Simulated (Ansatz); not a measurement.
# How amorphous polycarbonate of ethylene (as short chains C26O24H38) changes with density

How do energy, pressure, forces, levels, charges and cost follow the density?

Computed with Ansatz 0.2.0: Kohn-Sham DFT, PBE+D3(BJ), PAW (set soft_2). Every run is a single point, with the atoms held where the recipe put them (cutoff of the plane-wave runs 420 eV, fixed occupations).

First member: 2 polycarbonate of ethylene chains of 8 units with methyl end groups placed at random, at 1.22 g/cm³; overlaps pushed apart, then 20 ps at 800 K with MMFF94 bonds, angles, torsions, charges and radii (Halgren, J. Comput. Chem. 17, 490 (1996)) in harmonic and 12-6 forms. Snapshot after 30 ps at 300 K and fixed volume.

Last member: 2 polycarbonate of ethylene chains of 8 units with methyl end groups placed at random, at 1.62 g/cm³; overlaps pushed apart, then 20 ps at 800 K with MMFF94 bonds, angles, torsions, charges and radii (Halgren, J. Comput. Chem. 17, 490 (1996)) in harmonic and 12-6 forms. Snapshot after 30 ps at 300 K and fixed volume.

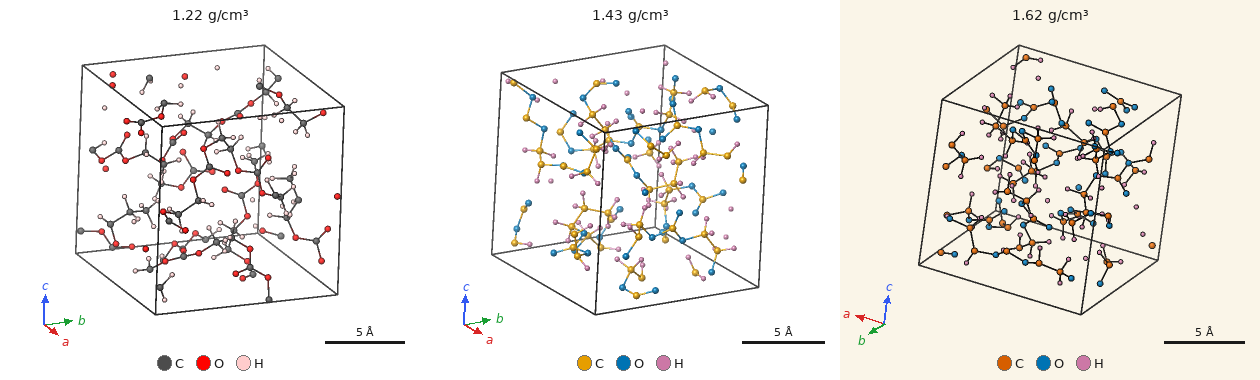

Three members of the series, labelled by density. Bonds to atoms that aren't drawn are left out. Some periodic images of atoms are drawn too.

The members:

```
density (g/cm³)  reduced formula  atoms  valence electrons  k-mesh        basis  density (g/cm³)
          1.215        H19C13O12    176                572   1×1×1  plane waves             1.22
          1.282        H19C13O12    176                572   1×1×1  plane waves             1.28
           1.35        H19C13O12    176                572   1×1×1  plane waves             1.35
          1.431        H19C13O12    176                572   1×1×1  plane waves             1.43
          1.512        H19C13O12    176                572   1×1×1  plane waves             1.51
           1.62        H19C13O12    176                572   1×1×1  plane waves             1.62
```

Each cell is one sample from a classical run, so sample-to-sample scatter enters every column; pressures lack the kinetic term, and hold the strain of bonds inside molecules, whose lengths the classical model set.

The input of the first member, without its atom lines; other members have their own cell and atoms, and may differ in mesh, basis and outputs:

```yaml
crystal:
  lattice:
    - [12.6157, 0.0, 0.0]
    - [0.0, 12.6157, 0.0]
    - [0.0, 0.0, 12.6157]
  atoms:
    [... 176 lines ...]
kpoints:
  mp_grid: { grid: [1, 1, 1] }
hamiltonian:
  xc: pbe
  dispersion: d3bj
scf:
  occupations: { method: fixed }
output:
  forces: true
  stress: true
  populations: true
  dos:
    method: { smearing: { sigma: 0.08 } }
    de: 0.1
    projected: { site_lists: { C: [C], H: [H], O: [O] } }
  eigenvalues: true
  write_density: true
  write_potential: true
  volumetric_format: npy
```

Results; charges are mean Löwdin charges in e:

| density (g/cm³) | energy less the first member's (meV/atom) | pressure (GPa) | r.m.s. force (eV/Å) | gap (eV) | q(H) | q(C) | q(O) |
| --- | --- | --- | --- | --- | --- | --- | --- |
| 1.215 | 0.0 | 0.507 | 0.843 | 5.18 | +0.20 | +0.14 | -0.32 |
| 1.282 | 2.2 | 1.49 | 0.937 | 5.12 | +0.20 | +0.14 | -0.32 |
| 1.35 | 1.5 | 0.507 | 0.927 | 5.12 | +0.20 | +0.14 | -0.32 |
| 1.431 | -0.8 | 1.47 | 0.931 | 5.04 | +0.20 | +0.14 | -0.32 |
| 1.512 | 4.3 | 3.59 | 1.00 | 5.40 | +0.20 | +0.14 | -0.32 |
| 1.62 | 12.8 | 3.16 | 0.958 | 5.09 | +0.19 | +0.14 | -0.32 |

The gap is that between the highest filled and lowest empty Kohn-Sham level on the run's k-points, and semilocal functionals tend to put gaps under measured ones. Atoms aren't relaxed at this level, so pressure against density here is no equation of state. The projection misses up to 0.042 e an atom, so the charges add up to more than the cell's charge. Löwdin charges hang on the projection basis and can even invert the polarity of covalent bonds.

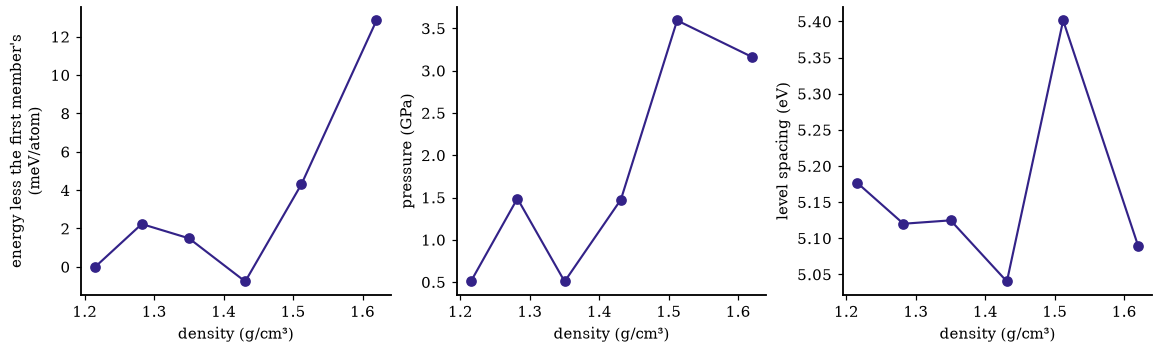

Results against density.

Cost on 8 threads of Arm Neoverse V1, shared host:

```csv
density (g/cm³),atoms,basis,k-mesh,SCF cycles,time,host memory (GiB)
1.215,176,plane waves,1×1×1,10,24 s,2.8
1.282,176,plane waves,1×1×1,10,23 s,2.7
1.35,176,plane waves,1×1×1,10,22 s,2.6
1.431,176,plane waves,1×1×1,10,21 s,2.4
1.512,176,plane waves,1×1×1,10,19 s,2.3
1.62,176,plane waves,1×1×1,10,18 s,2.2
```

Times include the outputs that each run asked for, on hosts shared with other jobs.

The energy against the first member is lowest at 1.43 g/cm³ (-0.8 meV/atom) and highest at 1.62 g/cm³ (12.8 meV/atom); each member is a single configuration. The gap is lowest at 1.43 g/cm³ (5.04 eV) and highest at 1.51 g/cm³ (5.4 eV), with no steady trend; in single samples it varies with the configuration. The pressure lies between 0.51 and 3.6 GPa, rising overall but not at every step.

Caveats: The network of contacts between molecules at the start is that of the classical potential that made the cell, and needn't be the one that DFT or experiment would give. The cells aren't relaxed by DFT, which could reorder their energies.

[Logs are printed without paths, hosts, clocks, repeated set-up lines and the standing remarks that a program may print on its own settings, such as how far it seeks lower states.]

[Hosts, paths, dates, database ids (printed as entryN), source tags and the programs' standing remarks are cut or masked in the printed files.]

[The MMFF94 radii named for the starting cell were scaled by 0.96; in molecules described by MMFF94, hydrogen bound to N, O or S took a small fixed 12-6 site in their place.]
